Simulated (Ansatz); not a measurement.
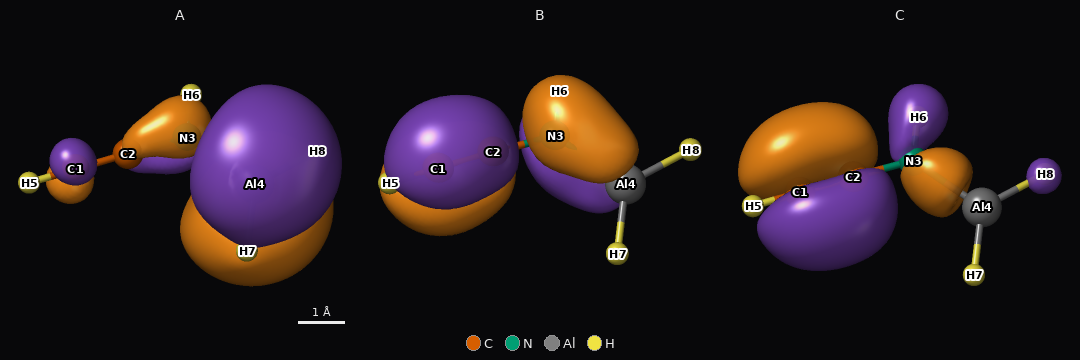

C$_{2}$H$_{4}$AlN (SMILES C#C[NH][AlH2]). Three frontier orbitals at ±0.08 Å⁻³ᐟ² (orange and purple are the two phases), in no order.

Theory: RKS B3LYP-D4/def2-SVP (Ansatz 0.2.0).

```xyz
8

C     0.1707    2.0494   -0.9386
C     0.3541    1.0358   -0.2943
N     0.5272   -0.1035    0.4078
Al   -0.5481   -1.5598    0.4329
H     0.0126    2.9452   -1.5052
H     1.3759   -0.0950    0.9747
H    -1.8507   -1.5492   -0.4499
H    -0.0416   -2.7227    1.3726
```

> Order the three orbitals by energy and name them.

C is the HOMO−1 (−7.15 eV). By Hirshfeld shares it lies mainly on C1 (about 45 %), C2 (about 40 %) and N3 (about 10 %); it is symmetric in the molecular plane (an in-plane orbital: σ, lone-pair or in-plane π type). B is the HOMO (−6.12 eV). By Hirshfeld shares it lies mainly on C1 (about 40 %), N3 (about 25 %) and C2 (about 25 %); it changes sign across the molecular plane (π type); π-bonding across C1–C2; π-antibonding (a node) across C2–N3. A is the LUMO (−1.37 eV). By Hirshfeld shares it lies mainly on Al4 (about 75 %) and N3 (about 10 %); it changes sign across the molecular plane (π type).

> What is the HOMO–LUMO gap?

4.75 eV between the orbital energies.
